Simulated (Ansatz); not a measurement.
Consider TiO2 in the rutile structure (space group P4_2/mnm, No. 136; a = 4.548 Å, c = 2.917 Å).

Now apply this change: a hydrostatic pressure of 22.5 GPa.

The values are results of LDA, PAW, 420 eV (Ansatz, an electronic-structure program; no spin-orbit coupling), not measurements.

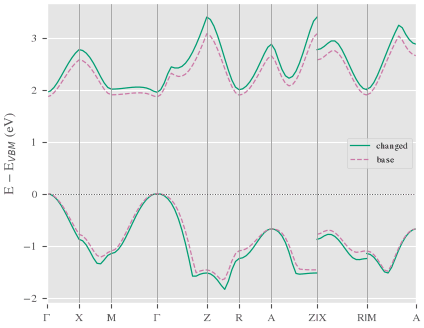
Highest valence and lowest conduction band along the path, each from its own valence-band maximum

Task: From the figure, how large is the changed gap, and is it direct?

Result: About 1.9 eV, direct at Γ.

Load acts through the strain it causes; cell and atoms are relaxed under it. No phonon test of stability was made. No other phases were tried under pressure. The final runs are not spin-polarised.
